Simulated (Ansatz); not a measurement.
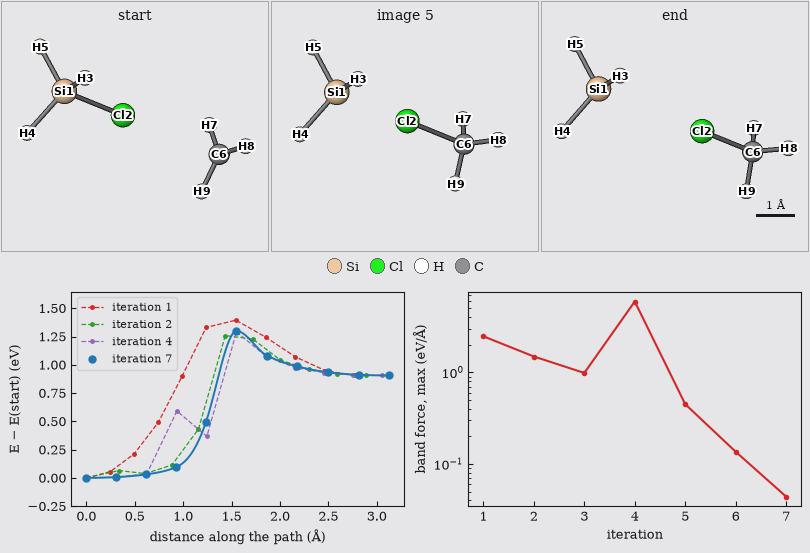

A nudged-elastic-band calculation for CH₆ClSi (multiplicity 2), made up at the start of SiH$_{3}$Cl and CH$_{3}$. Images are numbered from 0 (start) to 10 (end). The plot follows the band through its iterations. Style: ball-and-stick. Shown from a free direction.

Method: Ansatz 0.2.0, UKS CAM-B3LYP-D4/def2-SVP. Run with 9 movable images; climbing image; force threshold 0.05 eV/Å; iteration limit 60; spring constant 0.5 eV/Å²; starting path through a guess of the saddle point.

Q: Judge this run.

A: The run is converged, with reservations. The band converged in 7 iterations. The largest component of the band force went from 2.5 to 0.044 eV/Å. The climbing image converged on the top of the path. Its curvatures weren't checked. The first iteration put the highest image at 1.39 eV. The highest point, image 5, lies 1.30 eV above the start and 0.39 eV above the end; the end is at +0.91 eV relative to the start.

Limits of the set-up: the start holds two separate molecules, 3.4 Å apart at their closest, whose relative position is a soft coordinate.

Cost: 3.2 min on 4 threads of Intel(R) Xeon(R) Platinum 8259CL CPU @ 2.50GHz (Skylake/Cascade Lake), with other jobs on the host, peak memory 0.32 GiB.
